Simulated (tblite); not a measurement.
## Run report: C₅H₁₁F₂NSi, geometry relaxation (part 4 of 4)

C₅H₁₁F₂NSi, SMILES FC(F)[SiH2]N1CCCC1; GFN2-xTB geometry optimisation, gas phase (tblite 0.8.0). It belongs to a series of runs on one base structure; here: H on Si replaced by CHF2.

Geometry of the input (Å):
```
F  2.6009  1.0351  -1.7253
C  2.8256  0.9983  -0.3929
F  4.1652  0.7084  -0.2420
Si 1.8032  -0.3052  0.4095
N  0.0998  -0.0822  0.2797
C  -0.8876  -0.7944  1.0911
C  -2.1989  -0.1474  0.7044
C  -2.0507  0.0598  -0.7802
C  -0.5531  0.2155  -1.0090
H  2.6473  1.9904  0.0302
H  2.0635  -0.3857  1.8783
H  2.0630  -1.6706  -0.1335
H  -0.7030  -0.6769  2.1777
H  -0.8883  -1.8653  0.8500
H  -3.0655  -0.7646  0.9641
H  -2.3173  0.8184  1.2240
H  -2.6280  0.9240  -1.1288
H  -2.4214  -0.8361  -1.3191
H  -0.3327  1.2478  -1.3182
H  -0.2273  -0.4585  -1.8021
```

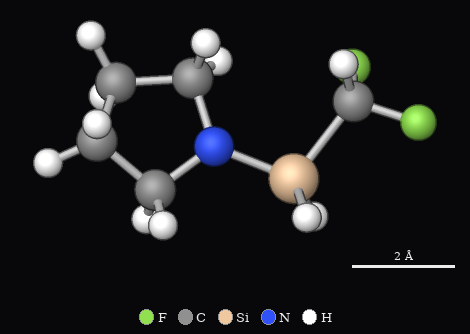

Fig. 1: The geometry at step 122 of the log (ball-and-stick view, seen at a tilt).

## Trajectory as extended XYZ, continued
```
20
Properties=species:S:1:pos:R:3:forces:R:3 step=104 energy=-829.01911
F     2.5922    0.5664   -1.8564   -0.0040  -0.0020  -0.0200
C     2.6699    0.8593   -0.5252   -0.0050  -0.0090  -0.0030
F     3.9997    0.8732   -0.2301    0.0220  -0.0030   0.0010
Si    1.7677   -0.4780    0.5340   -0.0080  -0.0210  -0.0040
N     0.1076   -0.1970    0.2783   -0.0020   0.0040  -0.0020
C    -0.9092   -0.8659    1.0691    0.0080  -0.0130  -0.0030
C    -2.1990   -0.1472    0.6974    0.0070  -0.0060   0.0060
C    -1.9975    0.0899   -0.7968   -0.0020   0.0070   0.0050
C    -0.5083    0.4277   -0.8933   -0.0030   0.0000  -0.0010
H     2.3130    1.8914   -0.4127    0.0000   0.0140   0.0140
H     2.0854   -0.2228    1.9394    0.0140   0.0100   0.0020
H     2.3142   -1.7677    0.0831   -0.0030   0.0170   0.0050
H    -0.6633   -0.7982    2.1293    0.0060   0.0090  -0.0010
H    -0.9747   -1.9287    0.8035   -0.0090  -0.0170  -0.0010
H    -3.0865   -0.7341    0.9226   -0.0050   0.0020  -0.0090
H    -2.2552    0.8046    1.2260   -0.0190   0.0050  -0.0090
H    -2.6260    0.8880   -1.1853    0.0050   0.0100  -0.0120
H    -2.2125   -0.8239   -1.3520   -0.0040  -0.0050   0.0190
H    -0.3516    1.5110   -0.8485   -0.0110  -0.0050   0.0080
H    -0.0711    0.0627   -1.8244    0.0150   0.0020   0.0030
20
Properties=species:S:1:pos:R:3:forces:R:3 step=108 energy=-829.01973
F     2.6020    0.5421   -1.8659   -0.0030  -0.0040  -0.0060
C     2.6765    0.8462   -0.5370    0.0010  -0.0030   0.0020
F     4.0061    0.8524   -0.2357   -0.0170   0.0050  -0.0120
Si    1.7646   -0.4743    0.5362    0.0150   0.0320   0.0140
N     0.1053   -0.1983    0.2736    0.0060  -0.0150   0.0130
C    -0.9088   -0.8707    1.0653   -0.0090   0.0030   0.0010
C    -2.2018   -0.1560    0.6948   -0.0070   0.0060  -0.0060
C    -1.9987    0.0881   -0.7983   -0.0020  -0.0040   0.0010
C    -0.5149    0.4479   -0.8831    0.0010  -0.0060   0.0050
H     2.3257    1.8822   -0.4353    0.0150  -0.0060   0.0140
H     2.0877   -0.1911    1.9364    0.0060   0.0020  -0.0030
H     2.3132   -1.7698    0.1129   -0.0020  -0.0160  -0.0110
H    -0.6623   -0.8014    2.1256    0.0000   0.0050  -0.0070
H    -0.9699   -1.9345    0.8004   -0.0110   0.0040   0.0020
H    -3.0879   -0.7461    0.9181    0.0030  -0.0050  -0.0160
H    -2.2649    0.7956    1.2235   -0.0050  -0.0070   0.0050
H    -2.6343    0.8793   -1.1904   -0.0020   0.0000   0.0040
H    -2.1976   -0.8276   -1.3559   -0.0020  -0.0080   0.0100
H    -0.3780    1.5316   -0.8065    0.0030   0.0190  -0.0020
H    -0.0670    0.1151   -1.8206    0.0100   0.0000  -0.0070
20
Properties=species:S:1:pos:R:3:forces:R:3 step=111 energy=-829.01999
F     2.6029    0.5444   -1.8688   -0.0120  -0.0010   0.0060
C     2.6812    0.8446   -0.5391   -0.0040   0.0030  -0.0030
F     4.0109    0.8406   -0.2401    0.0020   0.0020  -0.0070
Si    1.7646   -0.4688    0.5374   -0.0030  -0.0130  -0.0020
N     0.1040   -0.1970    0.2760    0.0020   0.0000  -0.0090
C    -0.9107   -0.8718    1.0653    0.0030   0.0080  -0.0010
C    -2.2043   -0.1582    0.6938    0.0000   0.0010   0.0010
C    -2.0000    0.0856   -0.7988    0.0110   0.0020  -0.0020
C    -0.5170    0.4502   -0.8804    0.0090   0.0060  -0.0030
H     2.3389    1.8827   -0.4327    0.0060   0.0020   0.0010
H     2.0921   -0.1818    1.9353    0.0060   0.0020   0.0060
H     2.3082   -1.7677    0.1142   -0.0040   0.0010   0.0000
H    -0.6649   -0.8027    2.1256   -0.0040   0.0000   0.0010
H    -0.9698   -1.9354    0.7987   -0.0110   0.0100   0.0060
H    -3.0904   -0.7484    0.9156    0.0000  -0.0120  -0.0100
H    -2.2685    0.7931    1.2222   -0.0050   0.0010   0.0120
H    -2.6360    0.8759   -1.1923   -0.0040  -0.0130   0.0020
H    -2.1960   -0.8323   -1.3541    0.0020   0.0030  -0.0010
H    -0.3853    1.5351   -0.8016    0.0050   0.0000   0.0030
H    -0.0652    0.1224   -1.8181    0.0020  -0.0030   0.0010
20
Properties=species:S:1:pos:R:3:forces:R:3 step=115 energy=-829.02021
F     2.5994    0.5423   -1.8700   -0.0120   0.0050   0.0060
C     2.6819    0.8433   -0.5409    0.0040  -0.0010   0.0080
F     4.0125    0.8356   -0.2449    0.0040  -0.0070  -0.0090
Si    1.7646   -0.4682    0.5384    0.0050   0.0060   0.0040
N     0.1040   -0.1987    0.2750    0.0000   0.0010   0.0070
C    -0.9117   -0.8712    1.0651   -0.0020  -0.0010   0.0060
C    -2.2054   -0.1586    0.6931    0.0000   0.0000  -0.0020
C    -1.9983    0.0852   -0.7991   -0.0080   0.0010   0.0010
C    -0.5162    0.4534   -0.8788   -0.0070  -0.0040   0.0020
H     2.3454    1.8830   -0.4329   -0.0090   0.0000  -0.0070
H     2.0962   -0.1753    1.9350   -0.0010  -0.0050  -0.0050
H     2.3072   -1.7674    0.1162   -0.0010  -0.0060   0.0020
H    -0.6665   -0.8027    2.1254    0.0020   0.0070   0.0070
H    -0.9737   -1.9347    0.7999    0.0030  -0.0030  -0.0010
H    -3.0910   -0.7520    0.9102    0.0090   0.0010  -0.0010
H    -2.2726    0.7915    1.2241   -0.0080  -0.0070  -0.0040
H    -2.6381    0.8715   -1.1934    0.0010   0.0090  -0.0060
H    -2.1929   -0.8336   -1.3534    0.0150  -0.0010  -0.0030
H    -0.3877    1.5383   -0.7943    0.0090  -0.0040  -0.0030
H    -0.0621    0.1290   -1.8166   -0.0030   0.0080  -0.0010
20
Properties=species:S:1:pos:R:3:forces:R:3 step=118 energy=-829.02036
F     2.6046    0.5263   -1.8735   -0.0100  -0.0010   0.0010
C     2.6858    0.8364   -0.5464   -0.0010   0.0020  -0.0020
F     4.0160    0.8269   -0.2482   -0.0040  -0.0040  -0.0090
Si    1.7638   -0.4658    0.5402    0.0020   0.0090  -0.0010
N     0.1035   -0.1970    0.2740    0.0020  -0.0010   0.0060
C    -0.9111   -0.8708    1.0648    0.0040  -0.0030   0.0000
C    -2.2076   -0.1645    0.6911   -0.0020  -0.0030  -0.0020
C    -1.9986    0.0862   -0.7996    0.0040   0.0000  -0.0040
C    -0.5190    0.4648   -0.8731    0.0040   0.0010   0.0050
H     2.3514    1.8781   -0.4485   -0.0030  -0.0080   0.0050
H     2.0989   -0.1611    1.9336   -0.0010  -0.0080   0.0000
H     2.3012   -1.7711    0.1296   -0.0020   0.0030   0.0020
H    -0.6665   -0.7998    2.1254   -0.0030   0.0030  -0.0020
H    -0.9704   -1.9345    0.8002    0.0130  -0.0050   0.0060
H    -3.0884   -0.7661    0.9026   -0.0090  -0.0020   0.0040
H    -2.2839    0.7819    1.2268   -0.0090   0.0060  -0.0060
H    -2.6431    0.8687   -1.1943    0.0060   0.0040   0.0000
H    -2.1829   -0.8327   -1.3573    0.0070   0.0000  -0.0030
H    -0.3977    1.5492   -0.7752    0.0050   0.0070  -0.0020
H    -0.0609    0.1556   -1.8140   -0.0030   0.0010   0.0020
20
Properties=species:S:1:pos:R:3:forces:R:3 step=122 energy=-829.02063
F     2.5910    0.5245   -1.8739   -0.0010   0.0020  -0.0090
C     2.6848    0.8358   -0.5479   -0.0130  -0.0100  -0.0100
F     4.0169    0.8194   -0.2599   -0.0070   0.0070  -0.0100
Si    1.7646   -0.4632    0.5428   -0.0080  -0.0150   0.0050
N     0.1038   -0.1970    0.2778   -0.0070   0.0130  -0.0060
C    -0.9126   -0.8713    1.0660   -0.0080   0.0070  -0.0010
C    -2.2094   -0.1654    0.6896   -0.0040  -0.0040  -0.0030
C    -1.9953    0.0860   -0.8004    0.0050  -0.0010   0.0040
C    -0.5165    0.4685   -0.8685    0.0020   0.0090  -0.0040
H     2.3538    1.8782   -0.4489    0.0090   0.0010   0.0110
H     2.1051   -0.1590    1.9343   -0.0020  -0.0040   0.0100
H     2.2979   -1.7695    0.1305    0.0040   0.0010   0.0030
H    -0.6712   -0.8008    2.1272    0.0020   0.0030   0.0010
H    -0.9710   -1.9352    0.8007    0.0130   0.0050   0.0070
H    -3.0907   -0.7685    0.8974    0.0040   0.0010   0.0010
H    -2.2911    0.7811    1.2255    0.0070  -0.0120  -0.0120
H    -2.6414    0.8658   -1.1984    0.0120  -0.0050   0.0000
H    -2.1715   -0.8353   -1.3571   -0.0040   0.0130  -0.0050
H    -0.3950    1.5532   -0.7686   -0.0090  -0.0040   0.0090
H    -0.0573    0.1636   -1.8104    0.0040  -0.0080   0.0090
20
Properties=species:S:1:pos:R:3:forces:R:3 step=125 energy=-829.02098
F     2.5837    0.5050   -1.8806   -0.0060   0.0080  -0.0140
C     2.6838    0.8259   -0.5578    0.0000  -0.0080   0.0090
F     4.0173    0.8074   -0.2756    0.0000  -0.0050  -0.0060
Si    1.7632   -0.4613    0.5470    0.0090   0.0050   0.0140
N     0.1032   -0.1935    0.2801    0.0070   0.0070   0.0080
C    -0.9134   -0.8702    1.0667    0.0040   0.0060   0.0070
C    -2.2141   -0.1741    0.6851    0.0050   0.0000  -0.0060
C    -1.9907    0.0883   -0.8015   -0.0070  -0.0080  -0.0070
C    -0.5159    0.4854   -0.8581   -0.0080  -0.0080   0.0000
H     2.3598    1.8708   -0.4630   -0.0080   0.0000  -0.0020
H     2.1133   -0.1458    1.9348   -0.0100  -0.0050  -0.0020
H     2.2915   -1.7727    0.1471    0.0030  -0.0090  -0.0030
H    -0.6753   -0.7954    2.1283   -0.0010   0.0070   0.0100
H    -0.9624   -1.9357    0.8059    0.0030   0.0080   0.0010
H    -3.0902   -0.7873    0.8853    0.0050   0.0020  -0.0130
H    -2.3110    0.7690    1.2239    0.0180  -0.0070   0.0030
H    -2.6413    0.8625   -1.2022   -0.0010   0.0030   0.0020
H    -2.1508   -0.8322   -1.3636   -0.0150   0.0010  -0.0160
H    -0.4030    1.5693   -0.7410   -0.0130  -0.0060   0.0000
H    -0.0528    0.1953   -1.8028    0.0150   0.0080   0.0150
20
Properties=species:S:1:pos:R:3:forces:R:3 step=129 energy=-829.02180
F     2.5566    0.4724   -1.9000   -0.0110   0.0030   0.0380
C     2.6896    0.7983   -0.5801    0.0170   0.0250  -0.0270
F     4.0276    0.7497   -0.3245   -0.0020  -0.0150   0.0000
Si    1.7605   -0.4501    0.5609    0.0020  -0.0220  -0.0470
N     0.1023   -0.1789    0.2868    0.0110  -0.0040   0.0210
C    -0.9118   -0.8649    1.0697    0.0240  -0.0140   0.0010
C    -2.2230   -0.1991    0.6702    0.0180  -0.0070   0.0130
C    -1.9839    0.0854   -0.8094    0.0100   0.0080   0.0000
C    -0.5224    0.5266   -0.8311    0.0280  -0.0030   0.0110
H     2.3952    1.8527   -0.4872   -0.0170  -0.0140  -0.0060
H     2.1252   -0.1005    1.9367   -0.0050  -0.0050   0.0110
H     2.2672   -1.7812    0.1941   -0.0040   0.0220   0.0090
H    -0.6842   -0.7780    2.1333   -0.0220   0.0130   0.0030
H    -0.9345   -1.9325    0.8174   -0.0050  -0.0120   0.0020
H    -3.0855   -0.8357    0.8522   -0.0110  -0.0100  -0.0140
H    -2.3505    0.7346    1.2171   -0.0020   0.0260   0.0060
H    -2.6470    0.8463   -1.2136   -0.0220   0.0100   0.0050
H    -2.1047   -0.8306   -1.3874   -0.0200  -0.0210  -0.0080
H    -0.4433    1.6072   -0.6687   -0.0240   0.0270   0.0010
H    -0.0384    0.2891   -1.7781    0.0350  -0.0080  -0.0210
20
Properties=species:S:1:pos:R:3:forces:R:3 step=132 energy=-829.02257
F     2.5280    0.4650   -1.9066    0.0030  -0.0020   0.0120
C     2.6869    0.7901   -0.5900   -0.0070   0.0020   0.0050
F     4.0277    0.7274   -0.3555    0.0030   0.0000  -0.0050
Si    1.7631   -0.4488    0.5655   -0.0130   0.0070  -0.0060
N     0.1049   -0.1743    0.2952   -0.0140   0.0000  -0.0020
C    -0.9105   -0.8630    1.0739   -0.0210   0.0010   0.0020
C    -2.2246   -0.2078    0.6630   -0.0050   0.0060  -0.0060
C    -1.9761    0.0849   -0.8144    0.0020   0.0020   0.0090
C    -0.5183    0.5404   -0.8181    0.0040   0.0010  -0.0070
H     2.4007    1.8458   -0.4922    0.0010   0.0010  -0.0030
H     2.1319   -0.0930    1.9401   -0.0020  -0.0030  -0.0110
H     2.2640   -1.7825    0.2092    0.0080  -0.0110  -0.0050
H    -0.6947   -0.7671    2.1392   -0.0080   0.0030   0.0030
H    -0.9262   -1.9321    0.8280    0.0090  -0.0060   0.0030
H    -3.0851   -0.8523    0.8322    0.0200   0.0030  -0.0020
H    -2.3665    0.7242    1.2115    0.0010  -0.0090  -0.0110
H    -2.6447    0.8419   -1.2193    0.0060  -0.0020   0.0140
H    -2.0863   -0.8289   -1.3999    0.0010   0.0030   0.0190
H    -0.4556    1.6204   -0.6397   -0.0110   0.0010  -0.0040
H    -0.0235    0.3204   -1.7640    0.0230   0.0040  -0.0060
20
Properties=species:S:1:pos:R:3:forces:R:3 step=136 energy=-829.02284
F     2.5261    0.4521   -1.9096   -0.0010  -0.0020   0.0060
C     2.6850    0.7856   -0.5951    0.0050   0.0040  -0.0030
F     4.0266    0.7259   -0.3624   -0.0090   0.0020   0.0040
Si    1.7623   -0.4491    0.5661    0.0020  -0.0030  -0.0040
N     0.1042   -0.1701    0.3004    0.0000   0.0010  -0.0050
C    -0.9117   -0.8609    1.0773    0.0070   0.0010   0.0000
C    -2.2268   -0.2135    0.6591    0.0060  -0.0020   0.0000
C    -1.9725    0.0879   -0.8150    0.0020  -0.0010  -0.0070
C    -0.5161    0.5473   -0.8125   -0.0020   0.0040   0.0010
H     2.3975    1.8419   -0.5043    0.0040  -0.0070   0.0020
H     2.1363   -0.0927    1.9386    0.0000   0.0000  -0.0030
H     2.2612   -1.7848    0.2120    0.0000   0.0000  -0.0060
H    -0.7020   -0.7587    2.1435   -0.0040  -0.0020  -0.0020
H    -0.9183   -1.9314    0.8362   -0.0010   0.0030   0.0040
H    -3.0821   -0.8660    0.8194   -0.0020  -0.0010   0.0030
H    -2.3795    0.7141    1.2112   -0.0040   0.0070  -0.0020
H    -2.6420    0.8459   -1.2161    0.0010  -0.0010   0.0000
H    -2.0794   -0.8231   -1.4047    0.0000  -0.0050   0.0030
H    -0.4598    1.6272   -0.6291    0.0010  -0.0070  -0.0040
H    -0.0142    0.3331   -1.7570   -0.0050   0.0090   0.0130
20
Properties=species:S:1:pos:R:3:forces:R:3 step=139 energy=-829.02290
F     2.5218    0.4437   -1.9126    0.0000  -0.0020   0.0030
C     2.6861    0.7805   -0.5996   -0.0030  -0.0010  -0.0060
F     4.0276    0.7147   -0.3704    0.0050   0.0000   0.0050
Si    1.7616   -0.4471    0.5676    0.0060   0.0020  -0.0060
N     0.1036   -0.1678    0.3022    0.0040   0.0010  -0.0030
C    -0.9118   -0.8606    1.0778   -0.0010   0.0030   0.0000
C    -2.2284   -0.2180    0.6563   -0.0030   0.0010  -0.0020
C    -1.9706    0.0874   -0.8165    0.0010   0.0000   0.0030
C    -0.5175    0.5559   -0.8061    0.0040   0.0020   0.0010
H     2.4048    1.8385   -0.5116   -0.0030  -0.0030   0.0040
H     2.1400   -0.0827    1.9369    0.0000  -0.0030   0.0020
H     2.2575   -1.7856    0.2196   -0.0020   0.0020  -0.0050
H    -0.7060   -0.7570    2.1445    0.0020   0.0020   0.0030
H    -0.9142   -1.9312    0.8381   -0.0020   0.0000   0.0020
H    -3.0813   -0.8748    0.8129    0.0010   0.0010   0.0010
H    -2.3876    0.7083    1.2092    0.0000  -0.0020  -0.0050
H    -2.6429    0.8422   -1.2187   -0.0010  -0.0030  -0.0020
H    -2.0689   -0.8235   -1.4078    0.0000  -0.0010   0.0020
H    -0.4681    1.6345   -0.6137   -0.0040  -0.0020   0.0020
H    -0.0110    0.3534   -1.7500   -0.0020   0.0010   0.0000
```

## Results in brief

```csv
quantity,value
outcome,converged
total energy,−829.0229 eV
hardware,"1 CPU thread, shared host"
wall time,1.2 s
peak memory,0.18 GiB
```
